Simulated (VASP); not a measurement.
Consider the following.

```xyz
1
Lattice="-1.6548 1.6548 1.6548 1.6548 -1.6548 1.6548 1.6548 1.6548 -1.6548" Properties=species:S:1:pos:R:3 pbc="T T T"
Nb     0.0000     0.0000     0.0000
```

These are PBE GGA, VASP's PBE PAW potentials (set 64) (plane waves; VASP) values and carry that method's errors. Numerical set-up: 520 eV cut-off, 17×17×17 Γ-centred mesh, tetrahedra with Blöchl corrections, potentials Nb_sv.

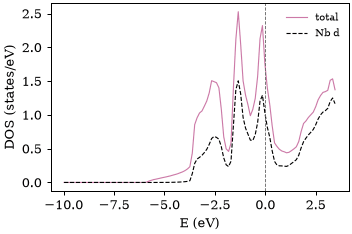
Figure. Total and projected density of states, zero at the Fermi level

Within 2 eV below the Fermi level the largest weight inside VASP's projection spheres is Nb d.

It has no gap at this level: it comes out as a metal or semimetal.

The compound is Nb in the bcc structure. It was relaxed first.
